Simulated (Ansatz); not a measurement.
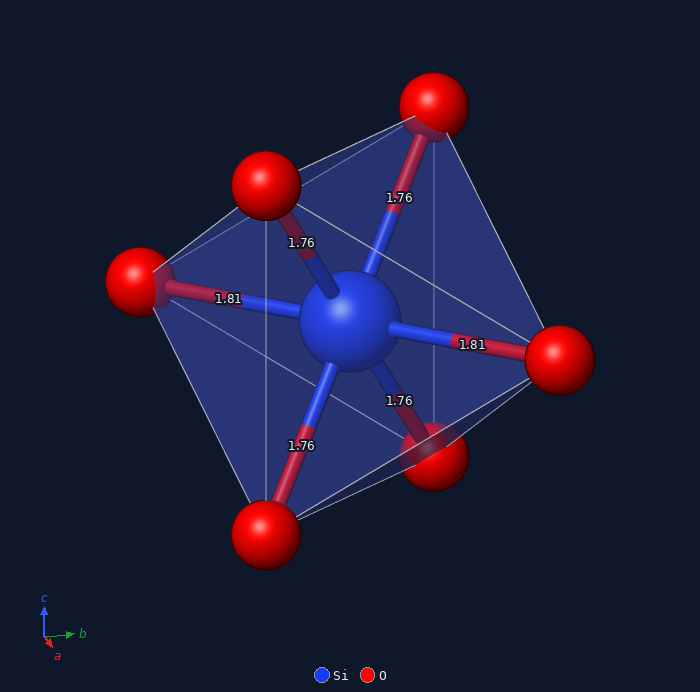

The SiO6 unit about Si in SiO2. Origin: a calculation's input that goes back to an entry of the Crystallography Open Database (an earlier step may have relaxed or displaced it).

SiO2, space group P4_2/mnm (No. 136), a = 4.185 Å, b = 4.185 Å, c = 2.669 Å, α = 90.00°, β = 90.00°, γ = 90.00°

```
site  Wyckoff       x       y       z
  Si       2a  0.0000  0.0000  0.0000
   O       4f  0.3061  0.3061  0.0000
```

Q: Give the distortion indices.

A: It is closest to the octahedron.

| measure | value |
| --- | --- |
| mean bond length | 1.777 Å |
| bond-length distortion index (Baur) | 0.013 |
| effective coordination number (Hoppe) | 5.96 |
| shape measure against the octahedron | 0.39 |
| shape measure against the trigonal prism | 16.06 |
| centre off the ligands' centroid by | 0.00 Å |
| polyhedral volume | 7.40 Å³ |
| quadratic elongation | 1.008 |
| bond-angle variance | 26.9 deg² |
